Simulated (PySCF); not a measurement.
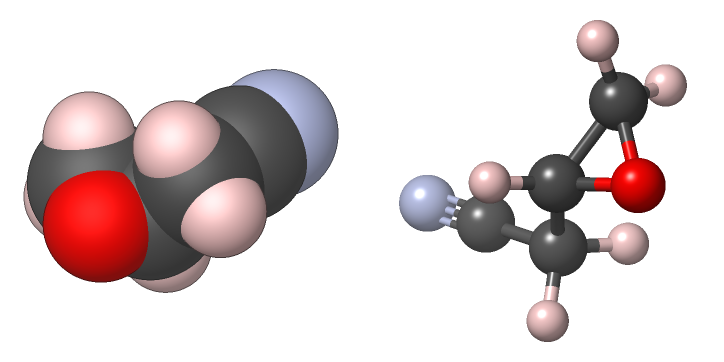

Two views of one molecule. Colours: nitrogen light blue, carbon dark grey, oxygen red, hydrogen pink.

Computed geometry: PBE0-D3(BJ)/def2-SVP optimisation. No frequency run is at hand to confirm it as a minimum.

Describe the molecule.

Formula C4H5NO. Its SMILES string is `N#CC[C@@H]1CO1`. Independent rings (smallest set): 1 of 3 members. Among its groups: ether, nitrile. The point group is C1. Coordination, clear cases only: 1 C linear; 1 C tetrahedral.

More results for the same structure follow; atom numbers are the same in all pictures, views and colours differ.

## Electronic properties

No frequency run is at hand to confirm it as a minimum. Properties computed with PBE0/6-31G*, gas phase (PySCF 2.14.0).

Predict the main results.

- dipole moment: 2.20 D
- HOMO energy (Kohn–Sham orbital): −8.25 eV
- LUMO energy (Kohn–Sham orbital): 0.85 eV
- HOMO–LUMO gap: 9.10 eV

## Bond orders

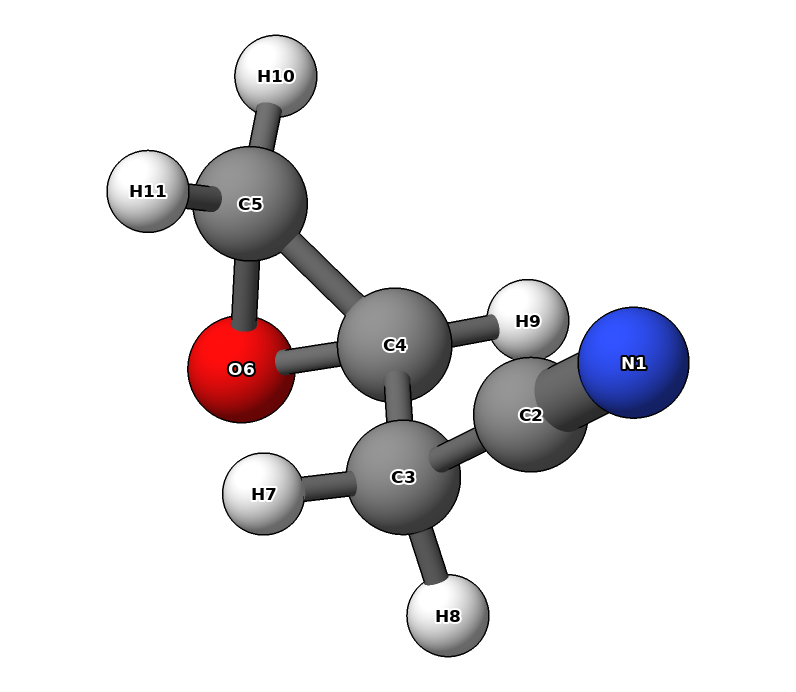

The thickness of each stick grows with its Mayer bond order. No frequency run is at hand to confirm it as a minimum. Method: PBE0/6-31G* (PySCF 2.14.0).

> Which bond has the highest Mayer bond order?

N1–C2, 2.96, at a length of 1.157 Å.

List the Mayer bond orders of N1–C2, C2–C3, C3–C4, C3–H7, C3–H8, C4–C5, C4–O6, C4–H9, C5–O6, C5–H10, C5–H11.

```tsv
bond	Mayer order	length (Å)
N1–C2	2.96	1.157
C2–C3	0.96	1.457
C3–C4	0.97	1.513
C3–H7	0.90	1.102
C3–H8	0.90	1.103
C4–C5	1.00	1.461
C4–O6	0.90	1.403
C4–H9	0.91	1.099
C5–O6	0.93	1.414
C5–H10	0.92	1.097
C5–H11	0.92	1.098
```

## NMR shielding

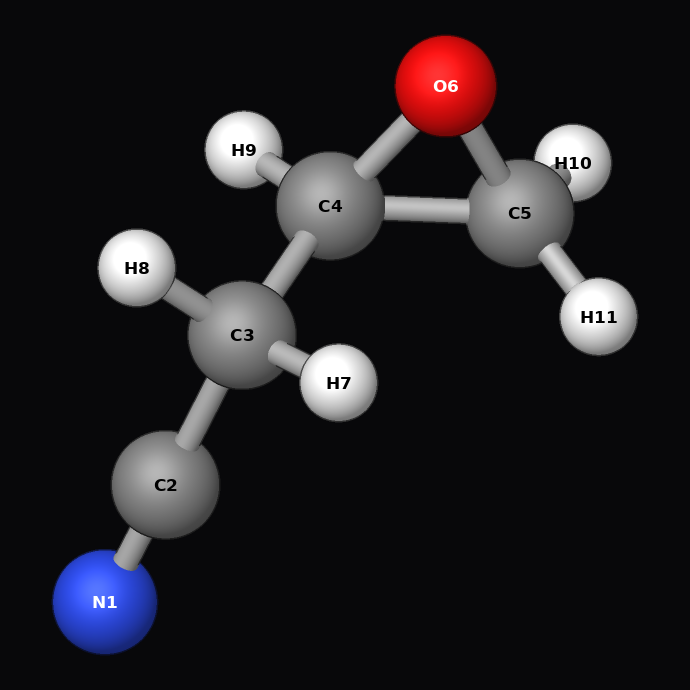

No frequency run is at hand to confirm it as a minimum. Level of theory: GIAO PBE0/cc-pVTZ NMR shielding, non-relativistic, gas phase (PySCF 2.14.0). Principal shieldings σ11 ≤ σ22 ≤ σ33, span Ω = σ33 − σ11, skew κ = 3(σiso − σ22)/Ω.

Give the shielding tensors of the O atoms.

```tsv
atom	σ11	σ22	σ33	σiso	Ω	κ
O6	150.8	376.4	414.6	313.9	263.7	−0.71
```

Shieldings and span in ppm.

## Charges

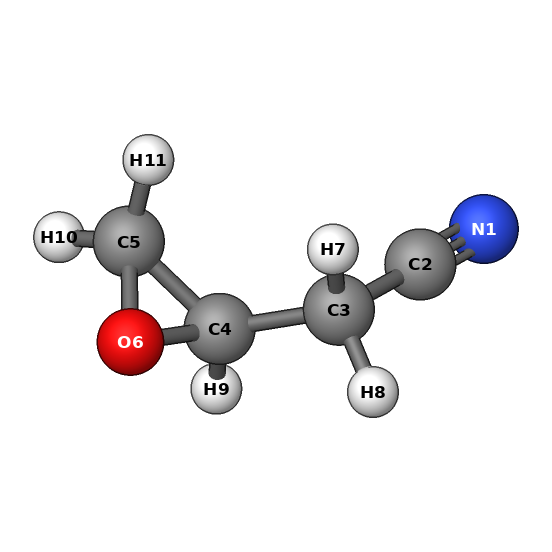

The questions are on Hirshfeld charges. No frequency run is at hand to confirm it as a minimum. Properties computed with PBE0/def2-SVP, gas phase (PySCF 2.14.0).

> Which atom carries the highest charge (most positive or least negative)?

C2 (0.08 e).

> And the lowest?

N1 (−0.22 e).

Give the Hirshfeld charges atom by atom.

```tsv
atom	value (e)
N1	−0.22
C2	0.08
C3	−0.04
C4	0.04
C5	−0.01
O6	−0.15
H7	0.07
H8	0.07
H9	0.05
H10	0.06
H11	0.05
```
